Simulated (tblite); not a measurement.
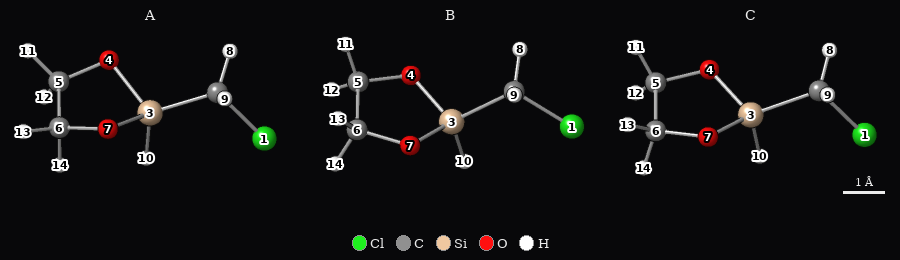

3 geometries from one relaxation of C₃H₇ClO₂Si, in shuffled order. The picture is a ball-and-stick view, seen at a tilt.

Theory: GFN2-xTB geometry optimisation, gas phase (tblite). 

Order the frames from highest to lowest energy.

Answer. A, C, B. They are steps 0, 15, 54, at +94.9 kJ/mol, +12.1 kJ/mol relative to the last. The largest move after the best rigid fit is that of an H atom, 0.65 Å. By element the largest moves are H 0.65 Å, O 0.59 Å, Cl 0.45 Å, Si 0.32 Å, C 0.13 Å. Some distances before and after: O–Si 1.744 → 1.637 Å, C–Si 1.810 → 1.899 Å, C–C 1.467 → 1.548 Å, C–H 1.127 → 1.093 Å. Bond angles that change, for instance: Si–O–C 97.3° → 111.4°, Si–O–C 100.6° → 112.2°, O–Si–H 105.6° → 112.1°. After 54 geometry steps the energy has fallen by 94.9 kJ/mol. Cost: 0.29 s on 1 thread of Arm Neoverse V2, on a shared host.
